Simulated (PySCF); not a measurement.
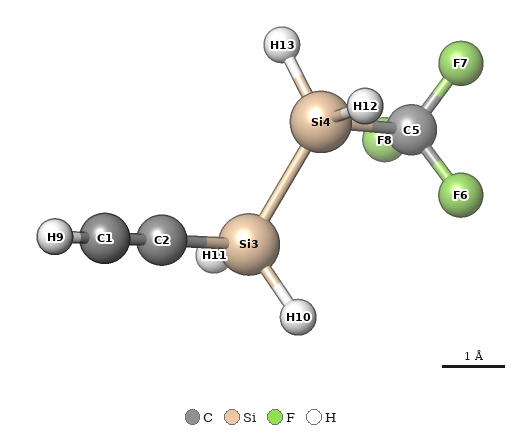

The input geometry (ball-and-stick view, seen at a tilt; atoms are numbered from 1 in the order of the input).

Excited-state calculation, with input and output: C$_{3}$H$_{5}$F$_{3}$Si$_{2}$

- system: C$_{3}$H$_{5}$F$_{3}$Si$_{2}$, SMILES C#C[SiH2][SiH2]C(F)(F)F
- method: TDDFT wB97X-D/def2-SVPD, vertical, gas phase, core orbitals frozen in the response (PySCF 2.14.0)

The geometry comes from this level: GFN2-xTB.

**Input file**
```
{"job": {"xc": "wB97X-D", "basis": "def2-SVPD", "nstates": 6, "ntriplets": 0, "kind": "uv"}, "charge": 0, "multiplicity": 1}
C      3.595391    -0.399482     0.595355
C      2.522184     0.096463     0.374721
Si     0.884478     0.885546     0.034031
Si    -0.684177    -0.826395    -0.010984
C     -2.381888     0.057680    -0.374174
F     -2.695835     0.973104     0.571863
F     -3.430327    -0.782789    -0.442934
F     -2.366381     0.735328    -1.545589
H      4.533421    -0.836025     0.788748
H      0.640040     1.860235     1.106453
H      1.000692     1.591648    -1.249611
H     -0.990099    -1.543972     1.229265
H     -0.631887    -1.810854    -1.094874
```

The first line tells a small driver script what to run in PySCF; the rest is the geometry in Å.

Machine: 1 CPU thread, shared host.

Launched with:
```bash
OMP_NUM_THREADS=1 python <driver script> task.json out
```

**Log**
```
coarse grid: 12864 points
cycle   1  E = -994.8686978736  dE =  8.664e-01  |g| = 8.980e-01  |ddm| = 6.716e+00
cycle   2  E = -994.8601317472  dE =  8.566e-03  |g| = 1.025e+00  |ddm| = 1.854e+00
cycle   3  E = -995.0320812314  dE = -1.719e-01  |g| = 6.106e-02  |ddm| = 7.731e-01
cycle   4  E = -995.0329711264  dE = -8.899e-04  |g| = 2.337e-02  |ddm| = 2.137e-01
cycle   5  E = -995.0331305381  dE = -1.594e-04  |g| = 6.002e-03  |ddm| = 8.331e-02
cycle   6  E = -995.0331394354  dE = -8.897e-06  |g| = 3.601e-03  |ddm| = 2.287e-02
cycle   7  E = -995.0331428095  dE = -3.374e-06  |g| = 7.582e-04  |ddm| = 6.203e-03
final grid: 119152 points
cycle   8  E = -995.1677041387  dE = -1.285e-04  |g| = 8.139e-03  |ddm| = 1.430e-01
cycle   9  E = -995.1677066573  dE = -2.519e-06  |g| = 8.302e-03  |ddm| = 2.086e-02
cycle  10  E = -995.1677166611  dE = -1.000e-05  |g| = 7.627e-04  |ddm| = 5.587e-03
cycle  11  E = -995.1677167705  dE = -1.094e-07  |g| = 5.006e-04  |ddm| = 1.885e-03
cycle  12  E = -995.1677168253  dE = -5.486e-08  |g| = 1.740e-04  |ddm| = 8.345e-04
cycle  13  E = -995.1677168326  dE = -7.245e-09  |g| = 2.950e-05  |ddm| = 2.718e-04
cycle  14  E = -995.1677168330  dE = -3.731e-10  |g| = 6.159e-06  |ddm| = 8.563e-05
```

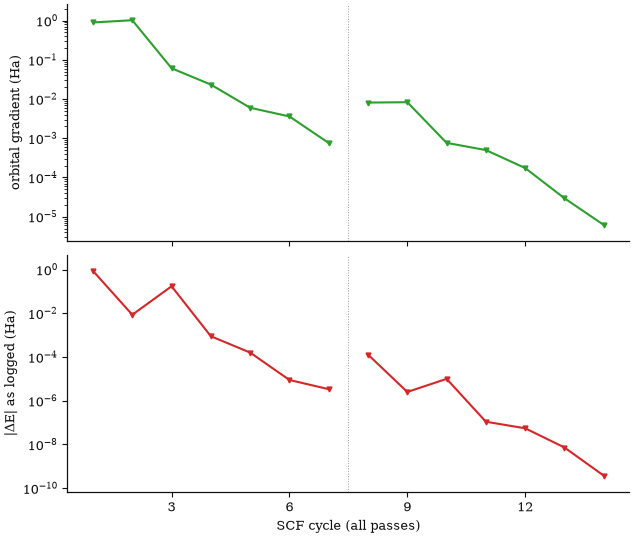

Convergence of the self-consistent field: orbital gradient and size of the energy change against the SCF cycle. The dotted line marks the change from a coarse to the final integration grid. The first 7 cycles use a coarse grid, the final grid takes over at cycle 8, and the field converges after 14 cycles in all.

```
converged SCF energy = -995.1677168330

Static polarisability (au): isotropic 91.810, principal 73.570 84.933 116.926

Singlet excitations
state   eV       nm        f      main configurations
  1   6.1015    203.2   0.00071   H->L+1 0.48, H-1->L+2 0.20, H->L+4 0.14
  2   6.3287    195.9   0.01115   H-1->L+1 0.33, H->L+2 0.29, H->L 0.18
  3   6.3561    195.1   0.00130   H-1->L+2 0.51, H->L+1 0.20, H-1->L 0.13
  4   6.9236    179.1   0.02393   H->L 0.74, H->L+2 0.13
  5   7.3264    169.2   0.00076   H-1->L 0.76, H-1->L+2 0.15
  6   7.6211    162.7   0.01399   H->L+4 0.43, H->L+1 0.24, H-2->L+1 0.14
```

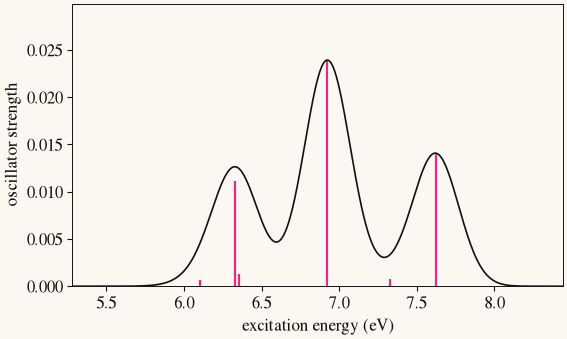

Computed excitations as sticks (degenerate states added up, dark ones marked on the axis), with a Gaussian envelope of 0.35 eV full width at half maximum, scaled to the tallest. Of the 6 states the lowest lies at 6.10 eV (f = 0.001); the strongest line is at 6.92 eV, or 179 nm (f = 0.024).

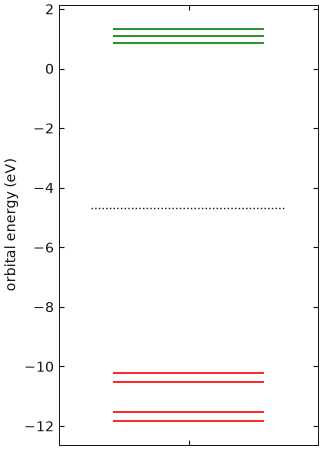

Orbital energies near the frontier; the dotted line parts filled from empty levels, and levels within 0.02 eV of each other stand side by side. Highest filled −10.23 eV, lowest empty 0.85 eV, 11.08 eV apart.

**Summary**

```csv
quantity,value
outcome,converged
total energy,−995.167717 hartree
HOMO,−10.23 eV
LUMO,0.85 eV
dipole moment,3.11 D
mean polarisability,91.81 a.u.
lowest excitation,6.10 eV
wall time,29 s
peak memory,0.97 GiB
```
